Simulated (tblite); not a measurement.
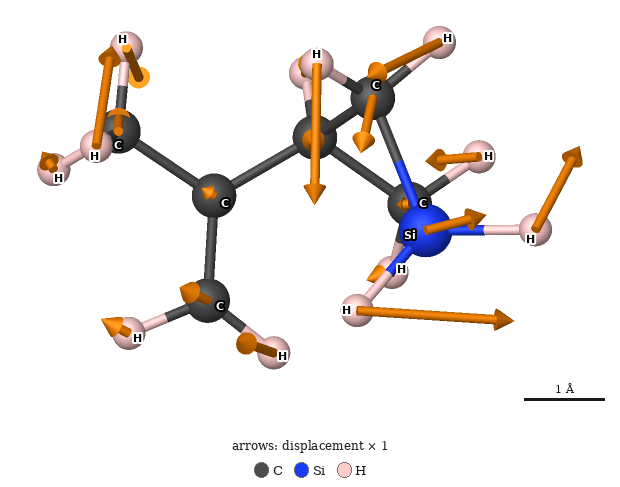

This is a relaxation of C6H12Si. The starting structure is drawn; orange arrows show the displacements, at their true length. The two geometries are superimposed by the best rigid fit.

A ball-and-stick model, seen face on.

Method: GFN2-xTB geometry optimisation, gas phase in tblite 0.8.0. 

**Which element moves most?**

Hydrogen: up to 2.04 Å, against 0.97 Å for carbon.

**What happened in the run?**

The energy falls by 1.141 eV in 153 geometry steps. The atom that moves furthest after the best rigid fit is an H atom (2.04 Å). Largest moves by element: H 2.04 Å, C 0.97 Å, Si 0.86 Å. Near-neighbour distances that change, for instance: C–Si 1.827 → 1.908 Å, C–C 1.492 → 1.552 Å, C–H 1.125 → 1.088 Å, H–Si 1.440 → 1.463 Å. Bond angles that change, for instance: C–C–C 88.0° → 99.5°, Si–C–H 109.4° → 118.0°, C–Si–C 69.0° → 76.7°. Groups turn about C–C by about 50°, C–C by about 45°.
